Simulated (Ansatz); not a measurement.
**CH₃Al + H₂O: a complex and its separated parts**

Aim: how far the complex at one end of a reaction step lies below its separated, relaxed parts, level by level.

The runs use Ansatz 0.2.0, Gaussian basis; PBE0-D4/def2-TZVP structures, single points in def2-TZVPP, no counterpoise correction.

Levels: SPW92, PBE-D4, BLYP-D4, r2SCAN-D4, B97M-V, PBE0-D4, B3LYP-D4, r2SCAN0-D4, BHLYP-D4, CAM-B3LYP-D4, wB97X-V, wB97M-V, B2PLYP, PBE-QIDH, RPA on PBE, Hartree-Fock, MP2, CCSD, CCSD(T).

Cores are frozen in the correlated methods. B3LYP uses VWN-RPA correlation. B2PLYP carries no dispersion term here.

56 further runs of the same task are left out: 56 set aside as unsound or not needed.

## (1) Where the work starts

The complex: 8 atoms, charge 0, spin multiplicity 1.

Atoms are counted from 1 here; the program's logs count them from 0.

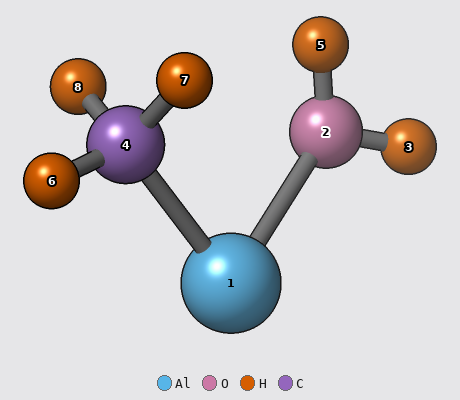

The starting geometry (aluminium blue, oxygen pink, hydrogen orange, carbon purple); atoms are numbered from 1 in the order of the file.

Coordinates:

```
Al   -0.96260   -1.08903    0.53354
O    -0.00418   -0.83536   -1.38779
H     0.11981   -1.59832   -1.96022
C    -0.10663    0.66820    1.01214
H     0.72999   -0.22164   -1.51555
H    -0.37977    1.01801    2.01320
H     0.99124    0.59309    0.99600
H    -0.38766    1.46517    0.30859
```

Its parts: CH₃Al holds atoms 1, 4, 6, 7, 8; H₂O holds atoms 2, 3, 5. Each part counts its atoms afresh in its own runs.

## (2) Relaxing CH₃Al alone

File relax-a/in.yaml:

```yaml
crystal:
  periodic: [false, false, false]
  atoms:
    - {symbol: Al, position_ang: [-0.962597, -1.089033, 0.533537]}
    - {symbol: C, position_ang: [-0.106634, 0.668198, 1.012135]}
    - {symbol: H, position_ang: [-0.379773, 1.018005, 2.013204]}
    - {symbol: H, position_ang: [0.991244, 0.593088, 0.995997]}
    - {symbol: H, position_ang: [-0.387662, 1.465168, 0.308589]}
basis:
  gaussian: {orbitals: def2-TZVP}
hamiltonian: {xc: pbe0, dispersion: d4}
relax: {f_tol: 0.005, max_steps: 200}
```

Run with:

```
$ ansatz run in.yaml --threads 2 --pin off --events-out ev --progress --plain --max-ram 4352MiB
```

After this run come: Relaxing H₂O alone; SPW92/def2-TZVPP; PBE-D4/def2-TZVPP; BLYP-D4/def2-TZVPP; r2SCAN-D4/def2-TZVPP; B97M-V/def2-TZVPP; PBE0-D4/def2-TZVPP; B3LYP-D4/def2-TZVPP; r2SCAN0-D4/def2-TZVPP; BHLYP-D4/def2-TZVPP; CAM-B3LYP-D4/def2-TZVPP; wB97X-V/def2-TZVPP; wB97M-V/def2-TZVPP; B2PLYP/def2-TZVPP; PBE-QIDH/def2-TZVPP; RPA on PBE/def2-TZVPP; CCSD(T)/def2-TZVPP; Vibrations of CH₃Al; Vibrations of H₂O.

Q: Predict the outcome of this session. Wanted: complex less parts, CCSD(T)/def2-TZVPP; with zero-point energy; largest T1 diagnostic.

As calculated:

```
                              quantity         value
complex less parts, CCSD(T)/def2-TZVPP  -35.0 kJ/mol
                with zero-point energy  -26.4 kJ/mol
                 largest T1 diagnostic         0.012
```

In words: At CCSD(T) the complex lies 35.0 kJ/mol below its parts. Among the functionals BLYP-D4 lands nearest to CCSD(T) (-1.1 kJ/mol) and SPW92 farthest (-31.2 kJ/mol). Mean unsigned error by rung: LDA 31.2, GGA 5.1, meta-GGA 8.5, hybrid 5.3, range-separated hybrid 4.9, double hybrid 3.1 kJ/mol. PBE-D4 gives a relative energy 9.1 kJ/mol too low, outside chemical accuracy (1 kcal/mol, 4.2 kJ/mol). No counterpoise was applied, and triple zeta lacks some correlation, so the CCSD(T) reference has a basis error of its own, and close matches with it are partly luck. The restricted Hartree–Fock reference is unstable towards an unrestricted one at one or more of these structures.
